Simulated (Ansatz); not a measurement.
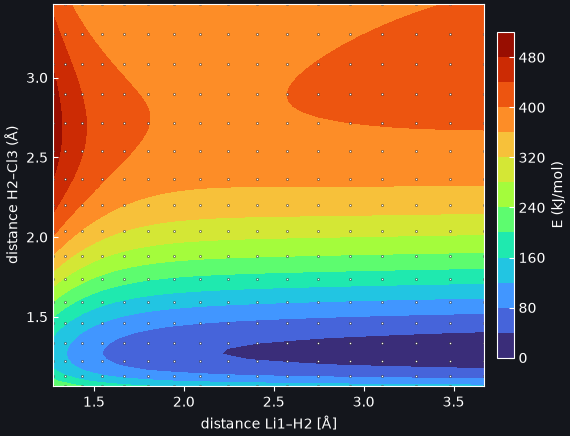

Energy landscape of the system Li⁺ + HCl. Coordinates scanned: (1) distance Li1–H2; (2) distance H2–Cl3. Nothing is relaxed (the angle Li1–H2–Cl3 is fixed at 180 degrees). The grid has 17 × 17 points. Points are written as (first, second). All energies are given in kJ/mol relative to Li with charge +1 far from the relaxed HCl (each part in its own basis). The restricted reference is unstable at some or all points, so the energies there are unreliable. These are results of RHF-CCSD(T), frozen core/def2-TZVPD in Ansatz, not measurements.

The picture shows filled contours, dots at the grid points. Between grid points the surface is interpolated. 

Q: Summarise what can be read from the map.

A: The lowest grid point is at (3.672 Å, 1.336 Å), 24 kJ/mol from Li with charge +1 far from the relaxed HCl (each part in its own basis). It lies in a valley that leaves the map towards separated partners. The highest grid point, (1.272 Å, 2.715 Å), lies 476 kJ/mol above the lowest.

The whole map (289 points run) took 28 min on 1 thread of Arm Neoverse V1, with other jobs on the host.
